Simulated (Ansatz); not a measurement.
The starting structures come from a database of crystals and need not be the phases stable at ambient conditions.

 Where the default PAW files enter, the runs use the earlier of Ansatz's two default sets.

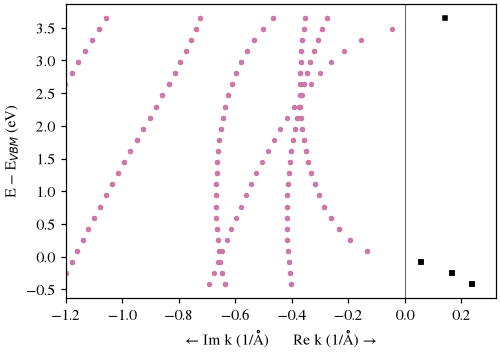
*Complex bands at the centre of the two-dimensional zone; r2SCAN (Ansatz, a quantum-chemistry and plane-wave program)*

The gap is the functional's own. No spin-orbit coupling. Mid-gap values are interpolated on the energy grid.

Q: This is Ba2MgH6 (P-3m1, not sure to be the ambient phase, 9 atoms a cell, 14.3 Å³ an atom) along the normal of (001). Read off the slowest decay at the centre of the two-dimensional zone at 1.78 eV, the computed energy nearest the middle of the gap.

A: κ ≈ 0.36 1/Å, a decay length 1/(2κ) of the density of 1.4 Å.
